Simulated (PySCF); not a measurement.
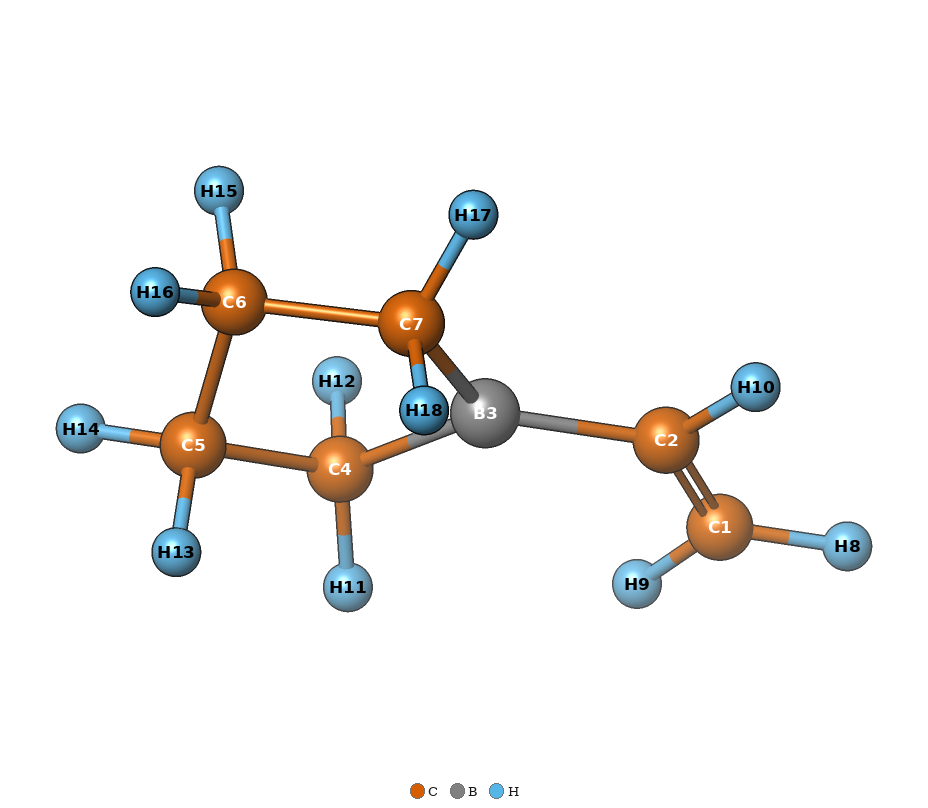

Depth is shown by fading: the farther an atom, the more it takes the colour of the background. Computed geometry: PBE0-D3(BJ)/def2-SVP optimisation. No frequency run is at hand to confirm it as a minimum.

Q: What is the conformation of the ring B3–C4–C5–C6–C7?

A: It is a twist (half-chair). The Cremer–Pople amplitude Q is 0.37 Å.

Q: Give the torsion angles round the ring, beginning with the bond from its second to its third atom.

A: 31°, −39°, 30°, −11°, −13°.
